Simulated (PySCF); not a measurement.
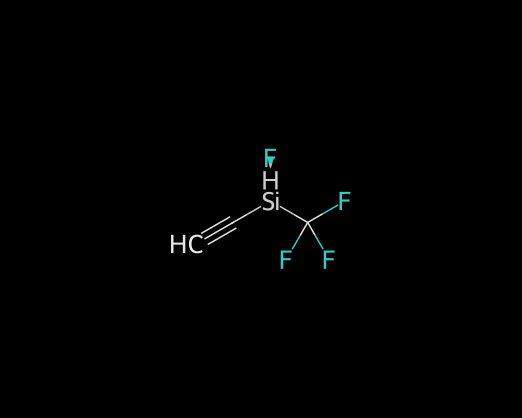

The drawing above gives the connectivity. The computed structure is the end point of a PBE0-D3(BJ)/def2-SVP optimisation. No frequency run is at hand to confirm it as a minimum.

Describe the 3D structure.

It has 10 atoms: 3 carbon, 2 hydrogen, 4 fluorine and 1 silicon (C3H2F4Si). Its SMILES string is `C#C[Si@@H](F)C(F)(F)F`. It has no ring. Among its groups: alkyne, C–F bond, Si–H bond. The point group is C1. Coordination: 2 C linear; 1 Si tetrahedral; 1 C tetrahedral.

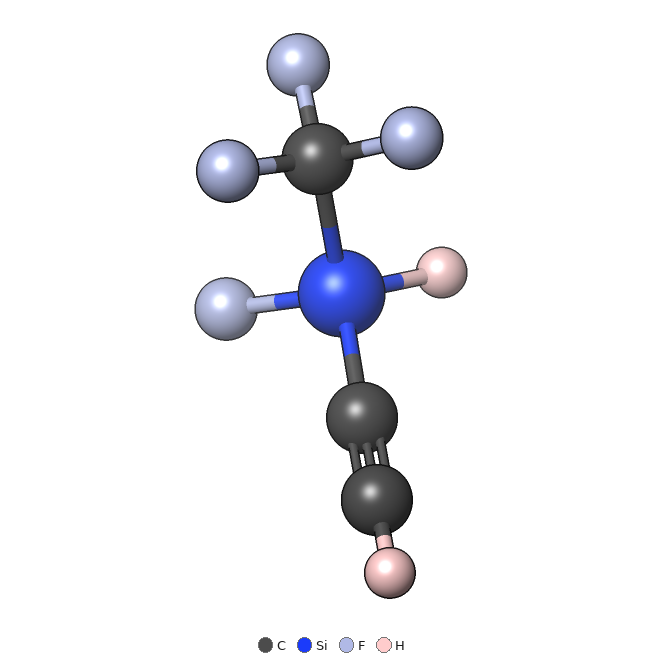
